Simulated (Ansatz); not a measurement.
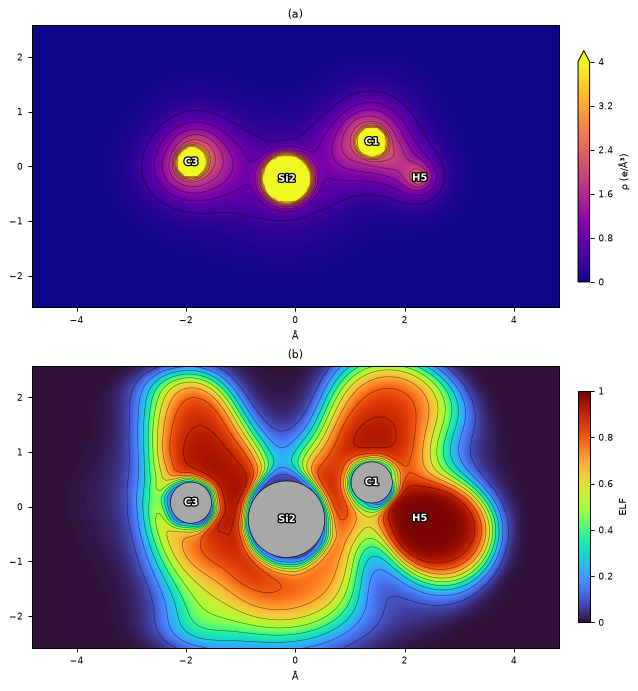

C2H2FSi (SMILES C#[Si][CH-]F) (charge −1). (a) total electron density; (b) electron localisation function on the plane of atoms Si2, C1 and H5. Grey discs cover the atomic cores in the ELF map.

All numbers below come from RKS B3LYP/def2-mTZVP in Ansatz 0.2.0.

```xyz
6

C    -1.1113    0.9941   -1.4154
Si   -0.0384    0.4316   -0.2265
C     0.5511   -0.9587    0.7042
F     0.1327   -1.1785    2.0439
H    -1.0973    2.0516   -1.7011
H     1.5631   -1.3401    0.5949
```

Interpret the plot.

Atoms in the plane: C, Si and H.
C–Si (1.70 Å): ρ at the midpoint is about 1.1 e/Å³; the ELF peaks at about 0.85 between the atoms; localised, covalent bonding.
C–H (1.10 Å): ρ is about 1.9 e/Å³ halfway; the ELF climbs to about 1 towards the hydrogen, as it does in any bond to H; a covalent bond by its length.
C–Si (1.77 Å): ρ is about 1 e/Å³ halfway; the ELF peaks at about 0.90 between the atoms, as expected for localised, covalent bonding.
The ELF also peaks beside C1, away from the bonds: lone-pair regions.
